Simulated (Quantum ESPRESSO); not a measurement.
## GaP (F-43m): modes at Γ and the response to a field

Which modes does GaP (F-43m) have at the zone centre?

Program: Quantum ESPRESSO 7.5. Level of theory: DFT LDA, scalar-relativistic, plane waves, PseudoDojo norm-conserving pseudopotentials. Results are calculated unless marked as measured.

The experiments to compare with:

For GaP, zinc blende (literature value (Ref. 21), 300 K), “Temperature dependence of the optical phonon reflection band in GaP” (2021, arxiv:2105.06662) quotes earlier work: Raman mode (TO at Gamma) 367.3 cm⁻¹; infrared mode (TO at Gamma) 366.3 ± 0.3 cm⁻¹.

## Step 1: The starting structure

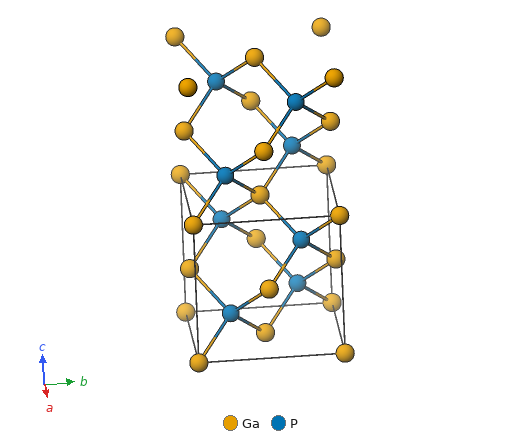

Start, viewed slightly off an axis; gallium orange, phosphorus blue. 1×1×2 cells are drawn. This picture shows the conventional cell, with its axes. Bonds to atoms that aren't drawn are left out. Some periodic images of atoms are drawn too.

Coordinates:

```
CELL_PARAMETERS angstrom
-2.72525 0.00000 2.72525
0.00000 2.72525 2.72525
-2.72525 2.72525 0.00000
ATOMIC_POSITIONS crystal
Ga 0.00000 0.00000 0.00000
P 0.25000 0.25000 0.25000
```

## Step 2: A probe with smearing

Before anything dear is run, a loose run with smearing shows whether this is a metal and how far the cell is from rest.

Contents of probe.in:

```
 &control
    calculation='scf',
    prefix='x',
    outdir='./tmp',
    pseudo_dir='./pseudo',
    tprnfor=.true.,
    tstress=.true.,
    verbosity='high',
 /
 &system
    ibrav=2,
    celldm(1)=10.29995224,
    nat=2,
    ntyp=2,
    ecutwfc=88.0,
    occupations='smearing',
    smearing='gaussian',
    degauss=0.01,
 /
 &electrons
    conv_thr=1.0d-07,
    mixing_beta=0.7,
    electron_maxstep=100,
 /
ATOMIC_SPECIES
 Ga     69.7230  Ga.upf
 P      30.9738  P.upf
ATOMIC_POSITIONS crystal
 Ga     0.000000000   0.000000000   0.000000000
 P      0.250000000   0.250000000   0.250000000
K_POINTS automatic
 6 6 6 0 0 0
```

Launch:

```console
> OMP_NUM_THREADS=1 mpirun -n 4 pw.x -nk 4 -in probe.in > probe.out
```

Log:

```text
[banners, grids, parts of the stress and lines that vanish by symmetry left out]
Program PWSCF v.7.5
     bravais-lattice index     =            2
     lattice parameter (alat)  =      10.3000  a.u.
[...]
kinetic-energy cutoff     =      88.0000  Ry
     charge density cutoff     =     352.0000  Ry
     scf convergence threshold =      1.0E-07
[...]
Exchange-correlation= SLA  PW   NOGX NOGC
                           (   1   4   0   0   0   0   0)
[...]
24 Sym. Ops. (no inversion) found
[...]
(     0          1          0      )
                  (     0          0          1      )
[...]
(  0.0000000  1.0000000  0.0000000 )
                  (  0.0000000  0.0000000  1.0000000 )
[...]
(     1          0         -1      )
                  (     0          0         -1      )
[...]
(  0.0000000  1.0000000  0.0000000 )
[...]
(    -1          0          1      )
                  (    -1          0          0      )
[...]
(  0.0000000  0.0000000  1.0000000 )
                  (  0.0000000 -1.0000000  0.0000000 )
[...]
number of k points=    16  Gaussian smearing, width (Ry)=  0.0100
[...]
End of self-consistent calculation
[...]
the Fermi energy is     8.2342 ev
!    total energy              =    -166.69661172 Ry
[...]
convergence has been achieved in   6 iterations
[...]
atom    1 type  1   force =     0.00000000    0.00000000    0.00000000
     atom    2 type  2   force =     0.00000000    0.00000000    0.00000000
[...]
Total force =     0.000000     Total SCF correction =     0.000000
[...]
total   stress  (Ry/bohr**3)                   (kbar)     P=      -28.89
[...]
XML data file, charge density, pseudopotentials, collected wavefunctions

   JOB DONE.
```

Run time: 3.2 s. Hardware: 4 MPI ranks of Arm Neoverse V2, shared host.

Numbers from this step:

| Property | Result |
| --- | --- |
| volume per atom | 20.24 Å³ |
| pressure | -2.889 GPa |
| gap on the k-mesh | 1.498 eV |

A gap of 1.5 eV opens on this mesh, so the crystal is taken as an insulator; the start stands at -2.9 GPa.

## Step 3: Relaxation

The relaxation runs at a cutoff a fifth above that of the response, since stress converges more slowly with the basis than frequencies do. Forces and stress are brought to rest with tight thresholds.

Contents of relax.in:

```
 &control
    calculation='vc-relax',
    prefix='x',
    outdir='./tmp',
    pseudo_dir='./pseudo',
    tprnfor=.true.,
    tstress=.true.,
    forc_conv_thr=2.0d-05,
    etot_conv_thr=1.0d-07,
    nstep=40,
 /
 &system
    ibrav=2,
    celldm(1)=10.29995224,
    nat=2,
    ntyp=2,
    ecutwfc=106,
    occupations='fixed',
    nbnd=11,
 /
 &electrons
    conv_thr=1.0d-11,
    mixing_beta=0.7,
    electron_maxstep=100,
 /
 &ions
 /
 &cell
    press_conv_thr=0.2,
 /
ATOMIC_SPECIES
 Ga     69.7230  Ga.upf
 P      30.9738  P.upf
ATOMIC_POSITIONS crystal
 Ga     0.000000000   0.000000000   0.000000000
 P      0.250000000   0.250000000   0.250000000
K_POINTS automatic
 8 8 8 0 0 0
```

Launch:

```console
> OMP_NUM_THREADS=1 mpirun -n 4 pw.x -nk 4 -in relax.in > relax.out
```

Log:

```text
[banners, grids, parts of the stress and lines that vanish by symmetry left out]
[banner, memory and clock lines left out]
Program PWSCF v.7.5

[...]
kinetic-energy cutoff     =     106.0000  Ry
     charge density cutoff     =     424.0000  Ry
     scf convergence threshold =      1.0E-11
[...]
energy convergence thresh.=      1.0E-07
     force convergence thresh. =      2.0E-05
     press convergence thresh. =      2.0E-01
     Exchange-correlation= SLA  PW   NOGX NOGC
                           (   1   4   0   0   0   0   0)
[...]
24 Sym. Ops. (no inversion) found
[...]
number of k points=    29
[...]
End of self-consistent calculation
[...]
highest occupied, lowest unoccupied level (ev):     7.3597    8.8594
!    total energy              =    -166.69776869 Ry
[...]
convergence has been achieved in  10 iterations
[...]
atom    1 type  1   force =     0.00000000    0.00000000    0.00000000
     atom    2 type  2   force =     0.00000000    0.00000000    0.00000000
     Total force =     0.000000     Total SCF correction =     0.000000
[...]
total   stress  (Ry/bohr**3)                   (kbar)     P=      -29.15
[...]
number of bfgs steps    =   0
[...]
CELL_PARAMETERS (alat= 10.29995224)
[...]
ATOMIC_POSITIONS (crystal)
Ga               0.0000000000        0.0000000000        0.0000000000
P                0.2500000000        0.2500000000        0.2500000000
[...]
New effective cutoffs (rho, wfc):  428.08  107.04
[...]
End of self-consistent calculation
[...]
highest occupied, lowest unoccupied level (ev):     7.5563    9.0339
!    total energy              =    -166.69840898 Ry
[...]
convergence has been achieved in   7 iterations
[...]
atom    1 type  1   force =     0.00000000    0.00000000   -0.00000000
     atom    2 type  2   force =    -0.00000000   -0.00000000    0.00000000
     Total force =     0.000000     Total SCF correction =     0.000000
[...]
total   stress  (Ry/bohr**3)                   (kbar)     P=      -17.31
[...]
number of bfgs steps    =   1
[...]
CELL_PARAMETERS (alat= 10.29995224)
[...]
ATOMIC_POSITIONS (crystal)
Ga              -0.0000000000        0.0000000000        0.0000000000
P                0.2500000000        0.2500000000        0.2500000000
[...]
New effective cutoffs (rho, wfc):  434.23  108.58
[...]
End of self-consistent calculation
[...]
highest occupied, lowest unoccupied level (ev):     7.8439    9.2789
!    total energy              =    -166.69872862 Ry
[...]
convergence has been achieved in   9 iterations
[...]
atom    1 type  1   force =    -0.00000000   -0.00000000    0.00000000
     atom    2 type  2   force =     0.00000000    0.00000000    0.00000000
     Total force =     0.000000     Total SCF correction =     0.000000
[...]
total   stress  (Ry/bohr**3)                   (kbar)     P=        1.16
[...]
number of bfgs steps    =   2
[...]
CELL_PARAMETERS (alat= 10.29995224)
[...]
ATOMIC_POSITIONS (crystal)
[...]
New effective cutoffs (rho, wfc):  433.84  108.48
[...]
End of self-consistent calculation
[...]
highest occupied, lowest unoccupied level (ev):     7.8259    9.2636
!    total energy              =    -166.69872995 Ry
[...]
convergence has been achieved in   7 iterations
[...]
atom    1 type  1   force =    -0.00000000    0.00000000   -0.00000000
     atom    2 type  2   force =    -0.00000000    0.00000000   -0.00000000
     Total force =     0.000000     Total SCF correction =     0.000000
[...]
total   stress  (Ry/bohr**3)                   (kbar)     P=       -0.04
[...]
number of bfgs steps    =   3
[...]
small trust_radius: resetting bfgs history
[...]
CELL_PARAMETERS (alat= 10.29995224)
[...]
ATOMIC_POSITIONS (crystal)
[...]
New effective cutoffs (rho, wfc):  433.85  108.49
[...]
End of self-consistent calculation
[...]
highest occupied, lowest unoccupied level (ev):     7.8262    9.2638
!    total energy              =    -166.69872995 Ry
[...]
convergence has been achieved in   4 iterations
[...]
atom    1 type  1   force =    -0.00000000   -0.00000000   -0.00000000
     atom    2 type  2   force =     0.00000000    0.00000000    0.00000000
     Total force =     0.000000     Total SCF correction =     0.000000
[...]
total   stress  (Ry/bohr**3)                   (kbar)     P=       -0.02
[...]
bfgs converged in   5 scf cycles and   4 bfgs steps
[...]
End of BFGS Geometry Optimization
     Final enthalpy           =    -166.6987299484 Ry
     File ./tmp/x.bfgs deleted, as requested
[...]
CELL_PARAMETERS (alat= 10.29995224)
[...]
ATOMIC_POSITIONS (crystal)
Ga              -0.0000000000        0.0000000000        0.0000000000
P                0.2500000000        0.2500000000        0.2500000000
[...]
Final scf calculation at the relaxed structure.
[...]
kinetic-energy cutoff     =     106.0000  Ry
     charge density cutoff     =     424.0000  Ry
     scf convergence threshold =      1.0E-13
[...]
press convergence thresh. =      2.0E-01
     Exchange-correlation= SLA  PW   NOGX NOGC
                           (   1   4   0   0   0   0   0)
[...]
24 Sym. Ops. (no inversion) found
[...]
number of k points=    29
[...]
End of self-consistent calculation
[...]
highest occupied, lowest unoccupied level (ev):     7.8262    9.2638
!    total energy              =    -166.69872460 Ry
[...]
convergence has been achieved in  12 iterations
[...]
atom    1 type  1   force =     0.00000000   -0.00000000    0.00000000
     atom    2 type  2   force =    -0.00000000   -0.00000000    0.00000000
     Total force =     0.000000     Total SCF correction =     0.000000
[...]
total   stress  (Ry/bohr**3)                   (kbar)     P=       -0.00
[...]
XML data file, charge density, pseudopotentials, collected wavefunctions
```

Run time: 36 s. Hardware: 4 MPI ranks; 2.4 min of CPU time.

The steps of the relaxation:

```csv
step,energy less that of the first step (eV),largest force (eV/Å),pressure (GPa),volume (Å³)
1,0.0000,0.0000,-2.92,40.48
2,-0.0087,0.0000,-1.73,39.88
3,-0.0131,0.0000,0.12,39.04
4,-0.0131,0.0000,0.00,39.09
5,-0.0131,0.0000,0.00,39.09
6,-0.0130,0.0000,0.00,39.09
```

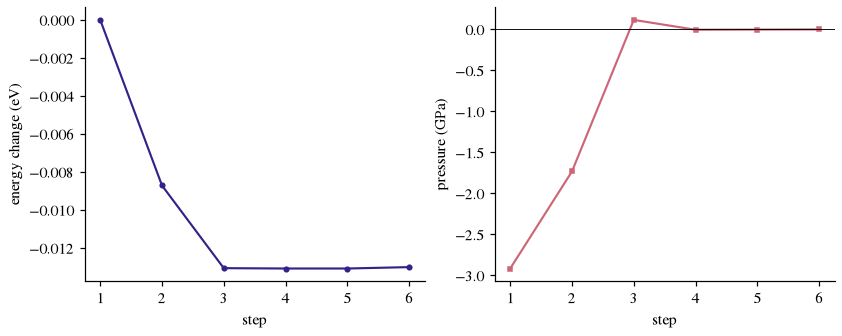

Energy and pressure along the relaxation.

```csv
"conventional cell, symmetrised",before,after,change
a (Å),5.451,5.387,-1.2 %
b (Å),5.451,5.387,-1.2 %
c (Å),5.451,5.387,-1.2 %
volume (Å³/atom),20.24,19.54,-3.4 %
```

Final coordinates:

```
Ga P
1.0
    -2.69366    0.00000    2.69366
     0.00000    2.69366    2.69366
    -2.69366    2.69366    0.00000
Ga P
1 1
Cartesian
  0.0000 0.0000 0.0000
  -1.3468 1.3468 1.3468
```

The last row of the table of steps is pw.x's closing run on a basis chosen anew for the final cell, so its energy can jump.

Numbers from this step:

```yaml
volume_per_atom: 19.54 Å³
pressure: 0 GPa
gap_on_the_k_mesh: 1.438 eV
```

The volume changes by -3.4 % from the cell with which this run began.

## Step 4: Self-consistent run for the response

The response is built on this ground state, so it is converged far tighter than an energy would need. With a gap, occupations are fixed, which also allows the response to an electric field.

Contents of scf.in:

```
 &control
    calculation='scf',
    prefix='x',
    outdir='./tmp',
    pseudo_dir='./pseudo',
    tprnfor=.true.,
    tstress=.true.,
 /
 &system
    ibrav=2,
    celldm(1)=10.18056104,
    nat=2,
    ntyp=2,
    ecutwfc=88.0,
    occupations='fixed',
    nbnd=11,
 /
 &electrons
    conv_thr=1.0d-12,
    mixing_beta=0.7,
    electron_maxstep=100,
 /
ATOMIC_SPECIES
 Ga     69.7230  Ga.upf
 P      30.9738  P.upf
ATOMIC_POSITIONS crystal
 Ga     0.000000000   0.000000000   0.000000000
 P      0.250000000   0.250000000   0.250000000
K_POINTS automatic
 8 8 8 0 0 0
```

Launch:

```console
> OMP_NUM_THREADS=1 mpirun -n 4 pw.x -nk 4 -in scf.in > scf.out
```

Log:

```text
[banners, grids, parts of the stress and lines that vanish by symmetry left out]
[banner, memory and clock lines left out]
Program PWSCF v.7.5

[...]
kinetic-energy cutoff     =      88.0000  Ry
     charge density cutoff     =     352.0000  Ry
     scf convergence threshold =      1.0E-12
[...]
Exchange-correlation= SLA  PW   NOGX NOGC
                           (   1   4   0   0   0   0   0)
[...]
24 Sym. Ops. (no inversion) found
[...]
number of k points=    29
[...]
End of self-consistent calculation
[...]
highest occupied, lowest unoccupied level (ev):     7.8262    9.2638
!    total energy              =    -166.69869906 Ry
[...]
convergence has been achieved in  11 iterations
[...]
atom    1 type  1   force =     0.00000000    0.00000000    0.00000000
     atom    2 type  2   force =     0.00000000    0.00000000    0.00000000
     Total force =     0.000000     Total SCF correction =     0.000000
[...]
total   stress  (Ry/bohr**3)                   (kbar)     P=        0.01
[...]
XML data file, charge density, pseudopotentials, collected wavefunctions
```

Wall time 7.4 s (4 MPI ranks); 29 s of CPU time.

Read from the output:

```
pressure : 0.001 GPa
```

The cell stands at 0.001 GPa, close enough for phonons.

[end of part 1 of 2]

[Host names and launcher messages were left out of these logs when they were recorded.]

[Logs are printed without paths, hosts, clocks, repeated set-up lines and the standing remarks that a program may print on its own settings, such as how far it seeks lower states.]

[Hosts, paths, dates, database ids (printed as entryN), source tags and the programs' standing remarks are cut or masked in the printed files.]
